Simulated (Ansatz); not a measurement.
```yaml
crystal:
  lattice:
    - [4.17635, 0.00000, 0.00000]
    - [0.00000, 4.17635, 0.00000]
    - [0.00000, 0.00000, 4.17635]
  atoms:
    - { symbol: Cs, position: [0.00000, 0.00000, 0.00000] }
    - { symbol: Ir, position: [0.00000, 0.50000, 0.50000] }
    - { symbol: Ir, position: [0.50000, 0.00000, 0.50000] }
    - { symbol: Ir, position: [0.50000, 0.50000, 0.00000] }
```

Space group Pm-3m; started from the Cu3Au (L1_2)_221 prototype, which need not be the ambient phase; computed without spin polarisation.

The calculation used DFT PBE, scalar-relativistic, plane waves, PAW in Ansatz 0.2.0.

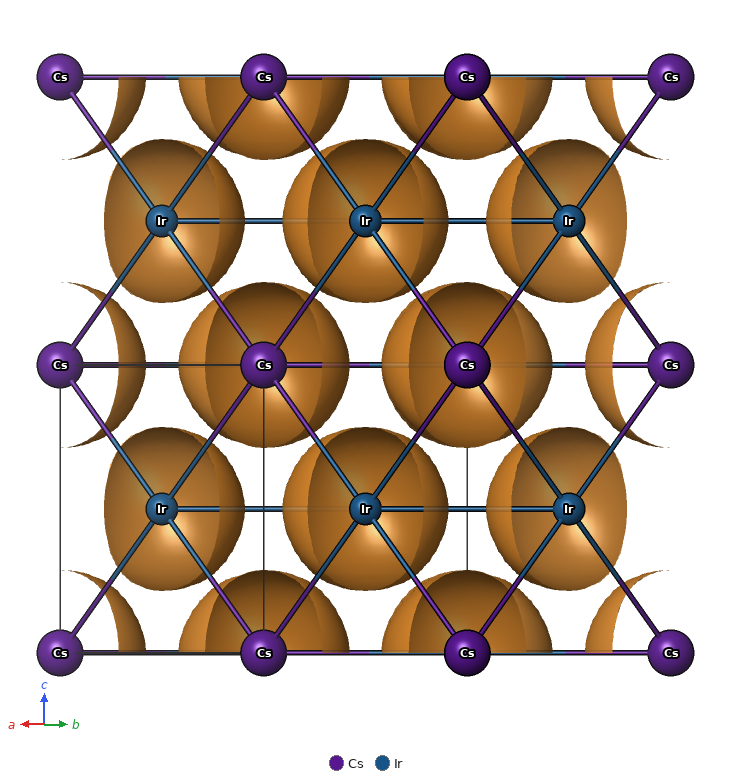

CsIr$_{3}$. Isosurface of the valence charge density (pseudo) at 0.4 e/Å³ (orange), seen along [110]. Sticks mark near contacts.

> What does this surface tell about the bonding?

At this value the density breaks into separate islands; it holds about 80 % of the electrons treated as valence (semicore included). It bridges none of the near contacts. It is pinched off along the shortest Cs–Ir (2.95 Å) and Ir–Ir (2.95 Å) contacts. On the grid the lowest density along these lines, outside the cores, is 0.3 e/Å³ (Cs–Ir, 2.95 Å) and 0.3 e/Å³ (Ir–Ir, 2.95 Å).
